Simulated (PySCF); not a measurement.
## Electronic structure of C5H9OPSi in real space

```xyz
17

C    -0.5820   -2.0408    0.2309
P    -0.6522   -0.3170    0.8496
O    -0.6470   -0.2237    2.3148
C    -2.0057    0.5082   -0.0455
C    -1.4786    1.3830   -0.9071
C    -0.0234    1.4387   -0.9208
C     0.6094    0.6188   -0.0699
Si    2.4371    0.3828    0.2471
H    -0.5540   -2.0805   -0.8535
H    -1.4603   -2.5644    0.6054
H     0.3087   -2.5043    0.6518
H    -3.0549    0.3291    0.1123
H    -2.0548    2.0222   -1.5596
H     0.4861    2.1175   -1.5888
H     3.1546    1.3468   -0.5887
H     2.7879   -0.9862   -0.1522
H     2.7223    0.5818    1.6643
```

Geometry: GFN2-xTB.

These are results of PBE0/pcSseg-1, SCF density, gas phase, non-relativistic (PySCF 2.14.0), not measurements.

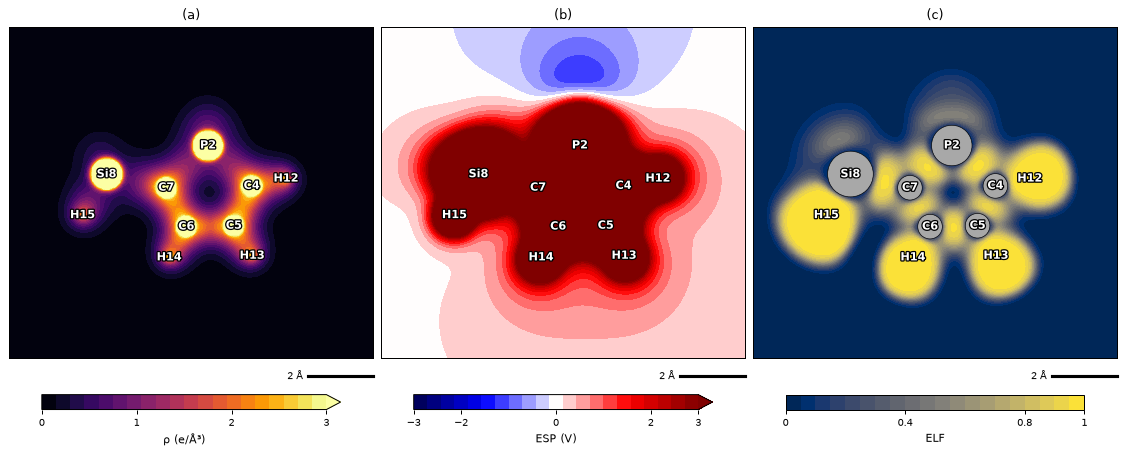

Figure 1. (a) total electron density; (b) molecular electrostatic potential; (c) ELF on the plane of atoms P2, C7 and Si8. Grey discs cover the atomic cores in the ELF map.

Interpret the plot.

The section cuts through P, C, Si and H sites. C–C (1.34 Å): ρ at the midpoint is about 2.3 e/Å³; the ELF peaks at about 0.90 between the atoms: a short, multiple covalent bond. C–P (1.82 Å): the density is about 1.2 e/Å³ at the midpoint; the ELF peaks at about 0.95 between the atoms; localised, covalent bonding. C–Si (1.87 Å): ρ is about 0.92 e/Å³ halfway; the ELF peaks at about 0.95 between the atoms, as expected for a shared electron pair. C–H (1.08 Å): ρ is about 2 e/Å³ halfway; the ELF climbs to about 1 towards the hydrogen, as it does in any bond to H: a covalent bond by its length. C–C (1.46 Å): ρ is about 1.9 e/Å³ halfway; the ELF peaks at about 0.95 between the atoms: a covalent bond. Outside the dense part of the molecule the potential is most negative (−1.3 V) near O3, which lies off the plane.

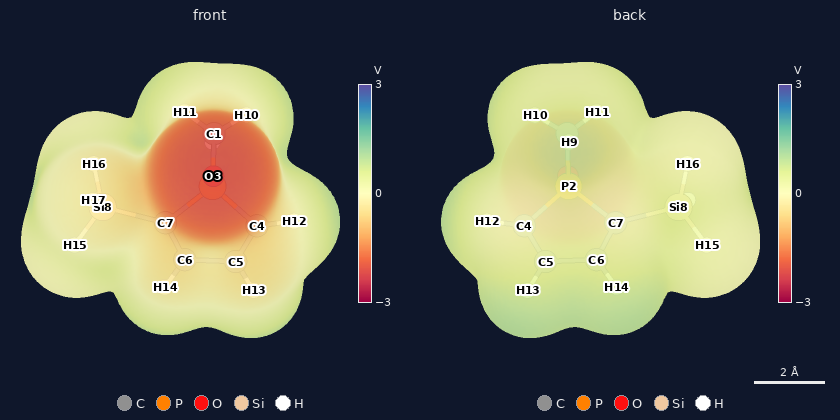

Figure 2. The electrostatic potential painted on the density surface at 0.001 e/bohr³, seen from the front and from behind; red is negative and blue positive.

Where is the surface potential most negative and most positive?

The most negative region (about −2.1 V, or −48 kcal/mol for a unit charge) lies over O3, the most positive (about +1.0 V, or +23 kcal/mol for a unit charge) over H13 and H14. O3 is the likeliest acceptor of a hydrogen bond.

How polar is the molecule by this calculation?

Its dipole moment is 4.21 D.
